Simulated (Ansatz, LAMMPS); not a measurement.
# An extra electron or hole in a frame of aqueous Rb+ and F-, 4.5 mol of salt per kg of water from 330 K (117 atoms), part 3 of 3

Aim: add and remove one electron in a frame of aqueous Rb+ and F-, 4.5 mol of salt per kg of water from 330 K (117 atoms), with atoms held and relaxed, and read trapping energy and localisation.

Ansatz 0.2.0; Kohn-Sham DFT, PBE+D4, PAW (set soft_2), plane waves.

The cell: 37 O, 74 H, 3 Rb and 3 F. The network of contacts between molecules at the start is that of the classical potential that made the cell. The Brillouin zone is sampled at Γ only, in a cell whose shortest periodic width is 11 Å. The liquid is relaxed first.

So far. Step 6 (An extra electron, atoms relaxed): The relaxation converged after 2 steps, 0.00711 eV below its start, with a largest force component of 0.041 eV/Å. Step 6 (An extra electron, atoms relaxed): An extra electron, atoms relaxed: the energy stands 2.98 eV above that of the reference. An odd electron should give 1 μB; this run ended with the carrier shared between both spins.

## (7) An extra electron, levels at the relaxed geometry

A single point at the new geometry gives levels and spin density.

input.yaml

```yaml
crystal:
  lattice:
    - [10.56729, 0.0, 0.0]
    - [0.0, 10.56729, 0.0]
    - [0.0, 0.0, 10.56729]
  atoms:
    - { symbol: O, position: [0.18825, 0.86594, 0.2411] }
    - { symbol: H, position: [0.26211, 0.8369, 0.29231] }
    - { symbol: H, position: [0.1624, 0.79585, 0.18476] }
    - { symbol: O, position: [0.8987, 0.58597, 0.75844] }
    - { symbol: H, position: [0.97502, 0.57204, 0.81037] }
    - { symbol: H, position: [0.86344, 0.49935, 0.74271] }
    [... 105 atom lines left out ...]
    - { symbol: Rb, position: [0.01168, 0.28324, 0.23409] }
    - { symbol: Rb, position: [0.20816, 0.57236, 0.48365] }
    - { symbol: Rb, position: [0.42682, 0.87942, 0.99289] }
    - { symbol: F, position: [0.11256, 0.52019, 0.89038] }
    - { symbol: F, position: [0.41101, 0.21783, 0.42063] }
    - { symbol: F, position: [0.50512, 0.59394, 0.8816] }
total_charge: -1
kpoints:
  mp_grid: { grid: [1, 1, 1] }
hamiltonian:
  xc: pbe
  dispersion: d4
scf:
  occupations: { method: fermi_dirac, width: 0.01 }
  lower_state_search: "off"
output:
  forces: true
  stress: true
  populations: true
  dos:
    method: { smearing: { sigma: 0.1 } }
    de: 0.1
    projected: { site_lists: { F: [F], H: [H], O: [O], Rb: [Rb] } }
  eigenvalues: true
  write_density: true
  write_potential: true
  volumetric_format: npy
magnetization:
  spin_polarized: true
  initial_magnetization: 1
```

The run is started by

```bash
> ansatz run input.yaml --threads 4 --pin off --max-ram 8192MiB --backend cpu --events-out ev --progress --plain --runs-dir out
```

Numbers of over 12 decimals in the logs are rounded to 6 here.

The program printed:

```text
[...]
Crystal: 117 atoms, lattice volume = 1180.024 Å³
Basis set: ecut = 420 eV, 22983 PW (Γ), exchange–correlation on 144×144×144 points (8 copies of the dense FFT grid, shifted against one another)
Bands: 290, of which v1, the nominal top of the filled ones, is band 173 counted from 1 (172 counted from 0)
Symmetry: 1 space group operations
[...]
k-points: 1
[... 9 lines on functional and potentials left out ...]
Starting moments: Σ|m| = 1 μB on 117 of 117 sites
[...]
SCF iter   1: F=—  HF=-34470.888994 eV  |F-HF|=—  |Δ(HF+E_count)|=         —  Δρ=5.43e-2 (↑5.38e-2 ↓5.43e-2)  dr2=1.46e2  dr2_m=1.11e-2  M=1.000 μB ∫|m|=1.012 μB  β_m=1.00  ethr=3.10e-3  ⟨swp⟩=6.0  Hψ=2744  notcnv=0  defer=151
[...]
SCF iter  16: F=-34427.012420 eV  HF=-34427.012420 eV  |F-HF|=8.51e-10  |Δ(HF+E_count)|=   5.27e-9  Δρ=1.18e-7 (↑1.18e-7 ↓1.13e-7)  dr2=5.69e-10  dr2_m=6.86e-11  M=-0.000 μB ∫|m|=0.000 μB  ethr=1.85e-12  ⟨swp⟩=7.0  Hψ=3264  notcnv=0
[...]
SCF 1 converged in 16 iterations: F = -34427.012420 eV  dr2 = 5.69e-10
[...]
SCF converged after 16 iterations
Magnetization: -0.0000 μB (172.5000 up, 172.5000 down)
Absolute magnetization: 0.0000 μB (∫|ρ↑−ρ↓|, with the PAW one-centre terms)
[...]
Per-site moments (μB) at R_I (Å): [(1.8553266505195565e-7, 0.407865), (-3.124619512730917e-8, 0.411715), (-1.7234639712399445e-8, 0.407865), (-3.029762681687357e-8, 0.406943), (-7.553320169281325e-9, 0.406943), [...]
Free energy (F): -34427.012420 eV
[...]
Internal energy: -34426.998557 eV  (E = F + TS)
E sigma→0 (E₀):  -34427.005489 eV
Entropy (-TS):   -0.013863 eV (-0.118 meV/atom)
Fermi energy:    3.028254 eV
[...]
--- Forces (eV/Å), atoms counted from 1 ---
  atom   1  O      0.00008608     0.01271942     0.01879123
  atom   2  H      0.00132159    -0.00025696    -0.00989898
  atom   3  H     -0.00313199    -0.01382134    -0.01752846
  atom   4  O     -0.02230923     0.00798772    -0.01423856
  atom   5  H      0.01954650    -0.00806966     0.02052444
  atom   6  H     -0.00075220     0.01168618     0.00405504
  atom   7  O     -0.01326734    -0.00996769    -0.02441595
  atom   8  H      0.00229931     0.01333900     0.02764790
  atom   9  H      0.00715097     0.00063848     0.00235160
  atom  10  O      0.00415873     0.00392042    -0.01885251
  atom  11  H     -0.00205643     0.00089256     0.01339366
  atom  12  H     -0.00579489    -0.00282012     0.00896781
  atom  13  O      0.02695178    -0.02269188     0.01862683
  atom  14  H     -0.00864467     0.01164390    -0.01457486
[...]
atom 116  F      0.00912214     0.00252872     0.00345412
  atom 117  F     -0.00133452     0.01398267    -0.00594338
  max |Σ_I F_I| component: 3.85e-6 eV/Å
--- Stress (GPa, compression-positive) ---
       -0.246911       0.139582       0.168064
        0.139582       0.179375      -0.098038
        0.168064      -0.098038       0.300314
  P = ⅓ Tr σ = 0.0776 GPa (0.776 kbar)
--- Band table (eV) ---
[...]
--- Löwdin populations: 117 sites ---
  site symbol       q [e]    m [muB]
     0      O      6.6973     0.0000
     1      H      0.6159    -0.0000
     2      H      0.6153    -0.0000
[...]
116      F      7.5833    -0.0000
  spilling = 0.009732 (of n_electrons = 345.000000)
```

Run time: 36 s. Hardware: 4 threads of Intel Xeon Platinum 8259CL at 2.50GHz (Skylake/Cascade Lake), shared host; peak memory 2.1 GiB; 2.3 min of CPU time.

An extra electron, levels at the relaxed geometry: the energy stands 2.98 eV above that of the reference. An odd electron should give 1 μB; this run ended with the carrier shared between both spins.

The levels nearest the highest filled one (over half full), pooled over k-points and spins:

```
level less the highest filled one (eV)  occupation
                                 -5.05           1
                                 -5.05           1
                                     0         0.5
                                     0         0.5
                                  1.56           0
                                  1.56           0
                                  1.73           0
                                  1.73           0
```

## (8) Neutral at the geometry of the electron

The neutral cell at the new geometry gives the energy of that geometry without the charge.

input.yaml

```yaml
crystal:
  lattice:
    - [10.56729, 0.0, 0.0]
    - [0.0, 10.56729, 0.0]
    - [0.0, 0.0, 10.56729]
  atoms:
    [... the 117 atom lines of step 7 ...]
kpoints:
  mp_grid: { grid: [1, 1, 1] }
hamiltonian:
  xc: pbe
  dispersion: d4
scf:
  occupations: { method: gaussian, width: 0.025 }
output:
  forces: true
  stress: true
  populations: true
  dos:
    method: { smearing: { sigma: 0.1 } }
    de: 0.1
    projected: { site_lists: { F: [F], H: [H], O: [O], Rb: [Rb] } }
  eigenvalues: true
```

The program printed:

```text
[...]
Crystal: 117 atoms, lattice volume = 1180.024 Å³
Basis set: ecut = 420 eV, 22983 PW (Γ), exchange–correlation on 144×144×144 points (8 copies of the dense FFT grid, shifted against one another)
Bands: 289, of which v1, the nominal top of the filled ones, is band 172 counted from 1 (171 counted from 0)
Symmetry: 1 space group operations
[...]
k-points: 1
[...]
SCF iter   1: F=—  HF=-34430.080309 eV  |F-HF|=—  |Δ(HF+E_count)|=         —  Δρ=2.62e-3  dr2=9.36e-2  ethr=1.77e-3  ⟨swp⟩=6.0  Hψ=1358  notcnv=0  defer=57
[...]
SCF iter   9: F=-34429.990416 eV  HF=-34429.990416 eV  |F-HF|=1.21e-8  |Δ(HF+E_count)|=   6.75e-8  Δρ=1.19e-6  dr2=1.59e-8  ethr=2.91e-11  ⟨swp⟩=13.0  Hψ=1969  notcnv=0
[...]
SCF 1 converged in 9 iterations: F = -34429.990416 eV  dr2 = 1.59e-8
[...]
SCF converged after 9 iterations
Free energy (F): -34429.990416 eV
[...]
Internal energy: -34429.990416 eV  (E = F + TS)
E sigma→0 (E₀):  -34429.990416 eV
Fermi energy:    0.547208 eV
[...]
--- Forces (eV/Å), atoms counted from 1 ---
  atom   1  O      0.00133249    -0.01535750    -0.01480825
  atom   2  H     -0.01748448     0.00611682    -0.01117969
  atom   3  H      0.01130110     0.01697319     0.02031119
  atom   4  O      0.03893906    -0.01952918     0.03221585
  atom   5  H     -0.04305040    -0.01191363    -0.01474370
  atom   6  H     -0.00526396     0.02205844     0.00316913
  atom   7  O      0.04589295    -0.02248396     0.05006519
  atom   8  H      0.00754424     0.00150046    -0.03729710
  atom   9  H     -0.02858462     0.01158762     0.00281168
  atom  10  O     -0.02615482     0.00800393     0.03960996
  atom  11  H      0.01836838    -0.02449705    -0.02445365
  atom  12  H      0.00983529     0.01821978    -0.01648819
  atom  13  O      0.00832487     0.02823873    -0.02560946
  atom  14  H     -0.02057159    -0.02016743     0.03207964
[...]
atom 116  F     -0.01398283    -0.00426587     0.01108613
  atom 117  F     -0.00425015     0.01701904    -0.00816358
  max |Σ_I F_I| component: 2.93e-5 eV/Å
--- Stress (GPa, compression-positive) ---
       -0.459474       0.161371       0.181066
        0.161371      -0.014819      -0.102382
        0.181066      -0.102382       0.115643
  P = ⅓ Tr σ = -0.1196 GPa (-1.196 kbar)
--- Band table (eV) ---
[...]
--- Löwdin populations: 117 sites ---
  site symbol       q [e]
     0      O      6.6924
     1      H      0.6122
     2      H      0.6112
[...]
116      F      7.5814
  spilling = 0.009612 (of n_electrons = 344.000000)
```

Run time: 14 s. Hardware: 4 threads; peak memory 1.3 GiB; 52 s of CPU time.

Neutral at the geometry of the electron: the energy stands 0.00481 eV above that of the reference.

## (9) An extra hole, atoms held

The electron count changes by one with the atoms held: a vertical process, on a uniform background, with spin and a narrow Fermi–Dirac smearing. Its energy against the neutral cell hangs on the program's zero of potential.

input.yaml: that of step 8 with these lines changed.

```diff
@@ -6,3 +6,4 @@
   atoms:
-    [... the 117 atom lines of step 7 ...]
+    [... the 117 atom lines of step 4 ...]
+total_charge: 1
 kpoints:
@@ -13,3 +14,4 @@
 scf:
-  occupations: { method: gaussian, width: 0.025 }
+  occupations: { method: fermi_dirac, width: 0.01 }
+  lower_state_search: "off"
 output:
@@ -23 +25,7 @@
   eigenvalues: true
+  write_density: true
+  write_potential: true
+  volumetric_format: npy
+magnetization:
+  spin_polarized: true
+  initial_magnetization: 1
```

The program printed:

```text
[...]
Crystal: 117 atoms, lattice volume = 1180.024 Å³
Basis set: ecut = 420 eV, 22983 PW (Γ), exchange–correlation on 144×144×144 points (8 copies of the dense FFT grid, shifted against one another)
Bands: 289, of which v1, the nominal top of the filled ones, is band 172 counted from 1 (171 counted from 0)
Symmetry: 1 space group operations
[...]
k-points: 1
[... 9 lines on functional and potentials left out ...]
Starting moments: Σ|m| = 1 μB on 117 of 117 sites
[...]
SCF iter   1: F=—  HF=-34480.505256 eV  |F-HF|=—  |Δ(HF+E_count)|=         —  Δρ=6.25e-2 (↑5.70e-2 ↓6.25e-2)  dr2=1.76e2  dr2_m=7.42e-1  M=1.000 μB ∫|m|=1.050 μB  β_m=1.00  ethr=3.10e-3  ⟨swp⟩=6.0  Hψ=2734  notcnv=0  defer=156
[...]
SCF iter   2: F=—  HF=-34440.053177 eV  |F-HF|=—  |Δ(HF+E_count)|=         —  Δρ=3.22e-2 (↑2.73e-2 ↓3.22e-2)  dr2=4.31e1  dr2_m=7.10e-1  M=0.296 μB ∫|m|=0.429 μB  β_m=0.30  ethr=3.10e-3  ⟨swp⟩=3.0  Hψ=1080  notcnv=0  defer=216
[...]
spin=Collinear: Kerker preconditioning applied to the charge; magnetization (m = ρ↑ − ρ↓) channel mixes plain (no charge-response kernel on spin).
SCF iter   3: F=—  HF=-34435.743891 eV  |F-HF|=—  |Δ(HF+E_count)|=    4.31e0  Δρ=2.36e-2 (↑2.01e-2 ↓2.36e-2)  dr2=2.72e1  dr2_m=4.26e-1  M=0.409 μB ∫|m|=0.607 μB  β_m=0.30  ethr=3.10e-3  ⟨swp⟩=2.0  Hψ=892  notcnv=0  defer=216
SCF iter   4: F=—  HF=-34433.587853 eV  |F-HF|=—  |Δ(HF+E_count)|=    2.16e0  Δρ=1.86e-2 (↑1.68e-2 ↓1.86e-2)  dr2=2.10e1  dr2_m=1.89e-1  M=0.088 μB ∫|m|=0.195 μB  β_m=0.30  ethr=3.10e-3  ⟨swp⟩=2.0  Hψ=669  notcnv=0  defer=216
[...]
SCF iter  10: F=—  HF=-34428.460246 eV  |F-HF|=—  |Δ(HF+E_count)|=   1.77e-1  Δρ=8.38e-3 (↑5.37e-3 ↓8.38e-3)  dr2=3.16e0  dr2_m=6.43e-2  M=0.922 μB ∫|m|=0.973 μB  β_m=0.30  ethr=1.65e-3  ⟨swp⟩=2.0  Hψ=704  notcnv=0  defer=220
[...]
SCF iter  12: F=—  HF=-34428.180062 eV  |F-HF|=—  |Δ(HF+E_count)|=   5.81e-2  Δρ=5.47e-3 (↑2.79e-3 ↓5.47e-3)  dr2=1.58e0  dr2_m=6.45e-2  M=0.920 μB ∫|m|=0.989 μB  β_m=0.40  ethr=6.24e-4  ⟨swp⟩=2.0  Hψ=401  notcnv=0  defer=220
[...]
SCF iter  59: F=-34427.819011 eV  HF=-34427.819011 eV  |F-HF|=1.02e-9  |Δ(HF+E_count)|=  4.95e-10  Δρ=3.46e-7 (↑1.04e-7 ↓3.46e-7)  dr2=1.95e-9  dr2_m=3.66e-10  M=1.000 μB ∫|m|=1.074 μB  β_m=0.41  ethr=1.66e-12  ⟨swp⟩=6.0  Hψ=2360  notcnv=0
SCF iter  60: F=-34427.819011 eV  HF=-34427.819011 eV  |F-HF|=2.25e-9  |Δ(HF+E_count)|=  1.02e-10  Δρ=3.57e-7 (↑9.28e-8 ↓3.57e-7)  dr2=2.87e-9  dr2_m=3.35e-10  M=1.000 μB ∫|m|=1.074 μB  ethr=1.00e-12  ⟨swp⟩=6.0  Hψ=2383  notcnv=0
SCF 1 converged in 60 iterations: F = -34427.819011 eV  dr2 = 2.87e-9
[...]
SCF converged after 60 iterations
Magnetization: 0.9998 μB (171.9999 up, 171.0001 down)
Absolute magnetization: 1.0739 μB (∫|ρ↑−ρ↓|, with the PAW one-centre terms)
[...]
Per-site moments (μB) at R_I (Å): [(0.00653739, 0.407703), (-5.8709425358857786e-5, 0.411586), (-8.190677256774095e-5, 0.407703), (0.00986811, 0.406473), (-0.000110757, [...]
Free energy (F): -34427.819011 eV
[...]
Internal energy: -34427.801827 eV  (E = F + TS)
E sigma→0 (E₀):  -34427.810419 eV
Entropy (-TS):   -0.017185 eV (-0.147 meV/atom)
Fermi energy:    -2.198572 eV
[...]
Σ components = -34427.819011   (vs F -34427.819011, Δ=0.00e0)
--- Forces (eV/Å), atoms counted from 1 ---
  atom   1  O      0.05384393    -0.02876296     0.06154811
  atom   2  H     -0.06560968     0.01874881    -0.04976263
  atom   3  H     -0.01479583    -0.00435315    -0.05063524
  atom   4  O     -0.06349605     0.05479271    -0.05422335
[...]
atom 117  F     -0.01635530     0.04649092     0.05181986
  max |Σ_I F_I| component: 3.52e-5 eV/Å
--- Stress (GPa, compression-positive) ---
       -0.069026       0.155010       0.163604
        0.155010       0.380034      -0.118856
        0.163604      -0.118856       0.467326
  P = ⅓ Tr σ = 0.2594 GPa (2.594 kbar)
--- Band table (eV) ---
[...]
--- Löwdin populations: 117 sites ---
  site symbol       q [e]    m [muB]
     0      O      6.6779     0.0190
     1      H      0.6110    -0.0008
     2      H      0.6092    -0.0004
[...]
116      F      7.5750     0.0053
  spilling = 0.009529 (of n_electrons = 343.000000)
```

It took 76 s on 4 threads; peak memory 2.1 GiB.

An extra hole, atoms held: the energy stands 2.18 eV above that of the reference, with a moment of 1.00 μB.

The levels nearest the highest filled one (over half full), pooled over k-points and spins:

```
level less the highest filled one (eV)  occupation
                               -0.0658       0.999
                               -0.0349       0.984
                               -0.0178       0.916
                                     0       0.648
                                 0.008       0.454
                                  5.32           0
                                  5.33           0
                                  6.90           0
```

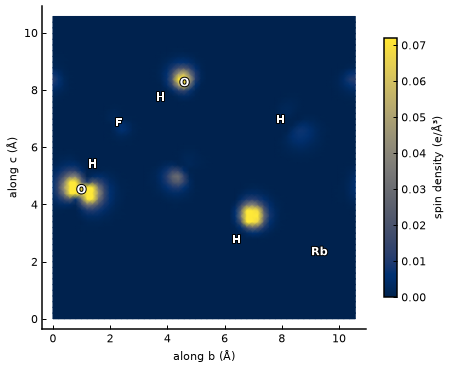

Spin density in the bc plane at fractional x = 0.424, with atoms of O and H and Rb and F within 0.2 Å of it. The map starts off the cell's origin, so that atoms lie inside it.

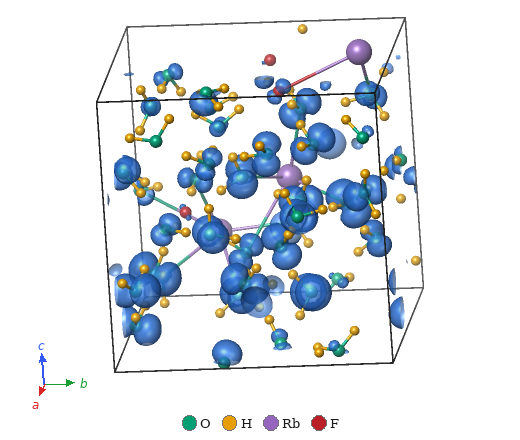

Surface of spin density = 0.0061 e/Å³, which holds about 70 % of the integral of its size. Bonds to atoms that aren't drawn are left out.

## (10) An extra hole, atoms relaxed

The atoms now respond to the charge; the energy gained comes from screening by the atoms, from trapping if the charge localises, and from any strain left in the reference.

Input and log are left out; they have the form of those shown for this kind of step.

Wall time 3 min (4 threads of Intel Xeon Platinum 8259CL at 2.50GHz (Skylake/Cascade Lake), shared host); peak memory 2.1 GiB.

The relaxation converged after 4 steps, 0.0599 eV below its start, with a largest force component of 0.039 eV/Å.

An extra hole, atoms relaxed: the energy stands 2.12 eV above that of the reference, with a moment of 1.00 μB.

## (11) An extra hole, levels at the relaxed geometry

A single point at the new geometry gives levels and spin density.

Input and log are left out; they have the form of those shown for this kind of step.

Wall time 79 s (4 threads of Intel Xeon Platinum 8259CL at 2.50GHz (Skylake/Cascade Lake), shared host); peak memory 2.1 GiB; 5 min of CPU time.

An extra hole, levels at the relaxed geometry: the energy stands 2.12 eV above that of the reference, with a moment of 1.00 μB.

The levels nearest the highest filled one (over half full), pooled over k-points and spins:

```csv
level less the highest filled one (eV),occupation
-0.0861,1
-0.0478,0.994
-0.0377,0.985
0,0.601
0.0074,0.419
5.23,0
5.24,0
6.80,0
```

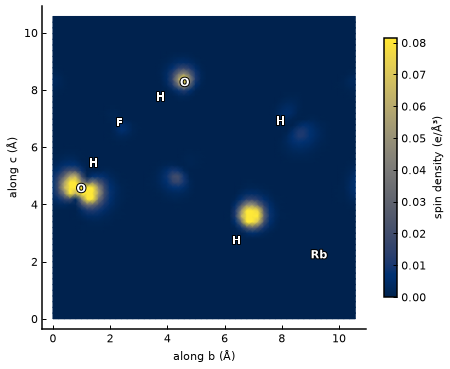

Spin density in the bc plane at fractional x = 0.427, with atoms of O and H and Rb and F within 0.2 Å of it. The map starts off the cell's origin, so that atoms lie inside it.

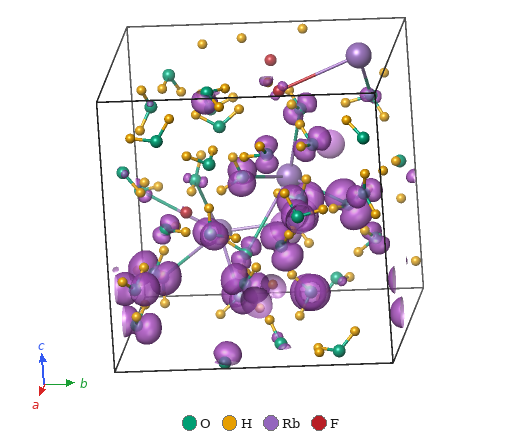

Surface of spin density = 0.0076 e/Å³, which holds about 70 % of the integral of its size. Bonds to atoms that aren't drawn are left out.

## (12) Neutral at the geometry of the hole

The neutral cell at the new geometry gives the energy of that geometry without the charge.

Input and log are left out; they have the form of those shown for this kind of step.

Run time: 14 s. Hardware: 4 threads of Intel Xeon Platinum 8259CL at 2.50GHz (Skylake/Cascade Lake), shared host; peak memory 1.4 GiB; 52 s of CPU time.

Neutral at the geometry of the hole: the energy stands 0.0805 eV above that of the reference.

## (13) Energies and spread of the extra charge

Energies are differences within one cell and functional; the shift is the gain plus the neutral cell's energy at the new geometry, that is how much cheaper the vertical process becomes there. The spread is the participation number of the site moments (1/Σw², over the spin inside atomic spheres), with the atom that holds the largest share and the spin that the spheres hold in all.

```
 carrier  charged less neutral, atoms held (eV)  gain on relaxing (eV)  neutral cell at that geometry, less the reference (eV)  shift of the vertical energy (eV)      spread, atoms held         spread, relaxed
electron                                  2.990                  0.007                                                   0.005                              0.012                       -                       -
    hole                                  2.176                  0.060                                                   0.080                              0.140  26; O79 7 % of 0.36 μB  19; O79 9 % of 0.36 μB
```

## (14) What came out

The extra electron gains 0.0071 eV as the atoms relax: so small a gain shows no trapping at this level. The cell with the electron keeps a moment of only 0.00 μB where one unpaired electron should give 1 μB: the carrier is shared between both spins, which can hide trapping. The extra hole gains 0.060 eV as the atoms relax, and its spin goes from about 26 to 19 atoms: it stays spread out at this level. The hole is shared among 2 partly filled levels, as near-degenerate levels under the smearing give, and as self-interaction favours. With the atoms held, the spheres hold only 0.36 of the 1.00 μB, so the spread is read from a small part of the spin. Adding the two vertical energies gives 5.17 eV, against a gap of 5.08 eV in the neutral cell. The zero of the potential cancels in this sum; the excess isn't taken apart here: charging of a small cell, filling of bands on a coarse mesh and the attraction to the background can all enter.

Caveats: Single energies of charged cells hang on the program's zero of potential. In the spin-polarised runs the search for a state of lower energy was switched off. No distortion was seeded, so a trapped state behind a barrier can't be found. Local and semilocal functionals favour spread-out charges, so trapping can be missed. The program warns that the dispersion model switches its C6 values near this geometry, which can put artefacts into forces and pressure. The density was typed from a rule of thumb and may lie off the real one at this temperature. Charged cells carry a uniform background, with no correction for images.

The DFT runs together took 13 min of wall time.

[Logs are printed without paths, hosts, clocks, repeated set-up lines and the standing remarks that a program may print on its own settings, such as how far it seeks lower states.]

[Hosts, paths, dates, database ids (printed as entryN), source tags and the programs' standing remarks are cut or masked in the printed files.]
